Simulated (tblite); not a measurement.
# C4H9NOSi2: the cost of one run

Programs: tblite 0.8.0 and PySCF 2.14.0, with density-fitted response routines of our own. Each step states its level of theory. These are calculated values for one molecule in the gas phase, unless marked as measured. Atoms are numbered from 0 throughout.

## 1. Starting geometry

17 atoms, charge 0, multiplicity 1; geometry from: force field or distance geometry start.

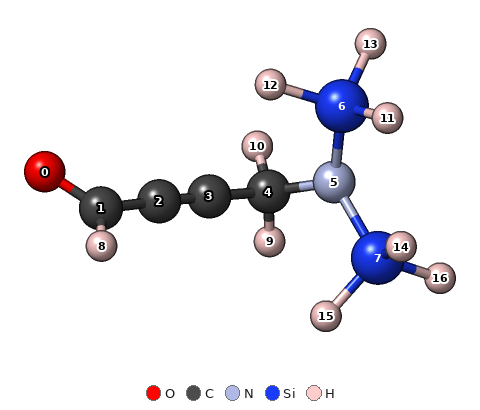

The starting geometry (oxygen red, carbon dark grey, nitrogen light blue, silicon blue, hydrogen pink), atoms numbered; sticks join atoms by distance.

## 2. Relaxing the molecule with GFN2-xTB

Job settings and geometry (Å):

```
{"job": {"kind": "relax", "xc": "GFN2-xTB", "basis": "xTB"}, "charge": 0, "multiplicity": 1}
O      4.425500     0.272700     0.662700
C      3.505900    -0.046900    -0.156500
C      2.159600    -0.313300     0.288200
C      1.013700    -0.535600     0.625300
C     -0.357400    -0.852400     1.063100
N     -1.311800    -0.118400     0.292300
Si    -1.208200     1.630500     0.363000
Si    -1.829800    -0.823400    -1.208200
H      3.806700    -0.134200    -1.192900
H     -0.511400    -1.938700     0.923300
H     -0.425200    -0.586600     2.124300
H     -1.626100     2.255100    -0.886000
H      0.178500     2.000400     0.686300
H     -2.026300     2.225400     1.451000
H     -1.797900     0.222200    -2.246200
H     -0.834600    -1.840300    -1.592200
H     -3.168400    -1.404500    -1.207300
```

Run with:

```sh
OMP_NUM_THREADS=1 python probes_run.py task.json out
```

The driver reads the jobs from task.json and runs them one after another.

Q: Estimate the wall time and peak memory of this first job on 1 thread of Arm Neoverse N1, shared host.

About 1.8 s, with a peak of 0.18 GiB.
